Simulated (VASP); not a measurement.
Band structure of Rb (bcc). Calculation: PBE GGA with D3 dispersion (Becke-Johnson damping), VASP's PBE PAW potentials (set 64) (plane waves; VASP).

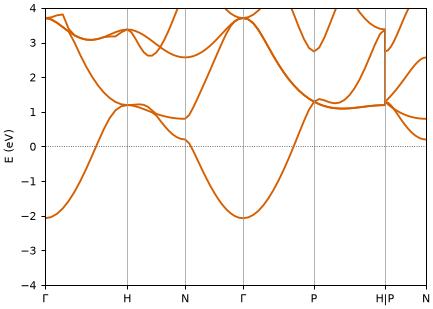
*Bands along high-symmetry lines, zero at the valence-band maximum or, without a gap, the Fermi level*

Question: Read the plot: is there a gap, and where are the band edges?

Answer: It has no gap at this level: it comes out as a metal or semimetal. (Edges off the drawn lines would not show.)

The compound is Rb in the bcc structure. It was relaxed first.
